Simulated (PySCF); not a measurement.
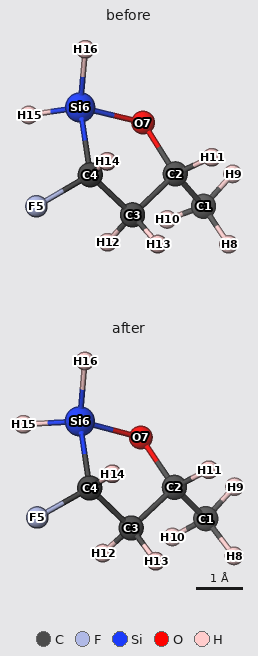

The structure of C4H9FOSi before (top) and after (bottom) a relaxation, at one scale.

Style: ball-and-stick. Shown from a free direction.

The start comes from GFN2-xTB. Its atoms were then displaced at random by about 0.01 Å.

These are results of PBE0-D3(BJ)/def2-SVP geometry optimisation, gas phase in PySCF 2.14.0, density-fitted response routines, not measurements. 

Describe what moved and what it gained.

Over 10 geometry steps the energy falls by 0.256 eV. H15 moves most after the best rigid fit: 0.18 Å. By element the largest moves are H 0.18 Å, O 0.12 Å, F 0.10 Å, C 0.07 Å, Si 0.04 Å. Some distances before and after: C1–H8 1.054 → 1.100 Å, C3–C4 1.482 → 1.525 Å, Si6–H15 1.448 → 1.490 Å, C4–F5 1.417 → 1.380 Å. Among the angles between lasting bonds that change: H15–Si6–H16 116.5° → 109.6°, F5–C4–H14 102.7° → 107.9°, C3–C4–Si6 104.1° → 100.5°.
